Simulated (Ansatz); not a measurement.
Consider InP in the zinc blende structure (space group F-43m, No. 216; a = 5.907 Å). Axes: x, y, z lie along the cube axes.

Modification: compressive biaxial strain of 0.79 % in the plane normal to [001], as in epitaxy on a mismatched substrate; the out-of-plane cell vector and the atoms relax.

Calculations: Kohn–Sham DFT with the r2SCAN functional, run in Ansatz (a program for electronic structure) with PAW and 500 eV plane waves, spin-orbit coupling left out.

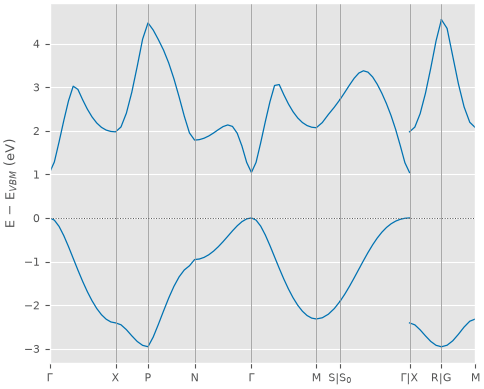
*Highest valence and lowest conduction band along the path of the changed cell's own zone*

**Question.** From the figure, how large is the changed gap, and is it direct?

**Answer.** About 1.0 eV, direct at Γ.

Stability against distortions was not tested. k-point labels follow each cell's own Brillouin zone.
